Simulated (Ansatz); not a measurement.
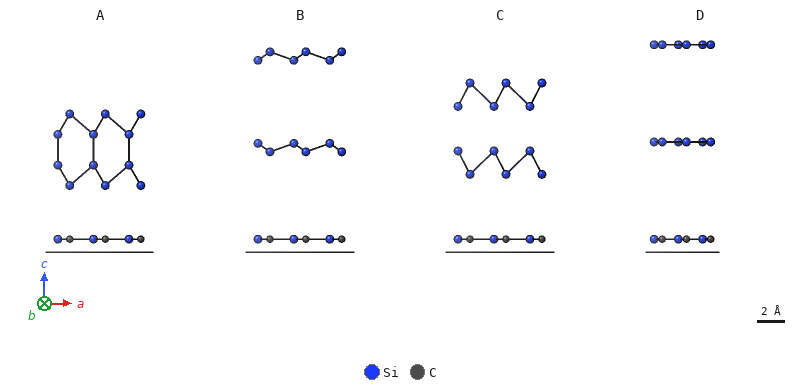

4 geometries from one relaxation of a crystal of Si$_{5}$C (a generated structure, set up in P-6m2) (coarse preliminary run), in shuffled order. Style: ball-and-stick. Shown: the 3 × 2 repeat of the cell, outlined in the plane, without the vacuum, along the b axis.

Computed with DFT PBE, scalar-relativistic, plane waves, PAW (Ansatz 0.2.0). Settings: plane-wave cutoff 420 eV; k-point mesh 12 × 12 × 1; occupations gaussian; smearing width 0.1 eV; no spin polarisation; cell and atoms relaxed; force threshold 0.04 eV/Å; at most 70 steps.

### Put them in the order of the run, from the start to the converged end.

D, B, C, A. They are steps 0, 10, 16, 33, at +34212 meV per atom, +1474 meV per atom, +370 meV per atom relative to the last. A Si atom moves most: 6.86 Å along the normal (−c). C stays in place. In the plane the drawn cell goes a 6.430 → 9.427 Å (+46.6 %), b 4.287 → 6.284 Å (+46.6 %). Near-neighbour distances that change, for instance: Si–Si 7.439 → 2.348 Å, Si–Si 2.475 → 3.951 Å, Si–Si 1.238 → 2.396 Å, C–Si 2.475 → 3.628 Å. New bonds form, among them: Si–Si (7.44 → 2.35 Å). Bonds break, among them: Si–Si (2.14 → 3.14 Å), Si–Si (2.48 → 3.95 Å). Bond angles that change, for instance: Si–Si–Si 120.0° → 82.0°. The space group stays P3m1 (No. 156). Over 29 accepted moves (33 points after the start) the energy falls by 34212 meV per atom. Largest force component: 0.00039 eV/Å at the start, 0.009 eV/Å at the end. The line search rejected the trial steps at points 20, 30 of the run. At 2 points the geometry stayed and the basis and grid were re-selected for the new cell (energy shift of 123 meV per atom at most each time). The run took 5.2 min on 1 thread of Intel(R) Xeon(R) Processor @ 2.50GHz (Skylake/Cascade Lake), with other jobs on the host, peak memory 0.38 GiB.

Limits of the set-up: layers or molecules are held without a dispersion correction, so their spacing is unreliable.
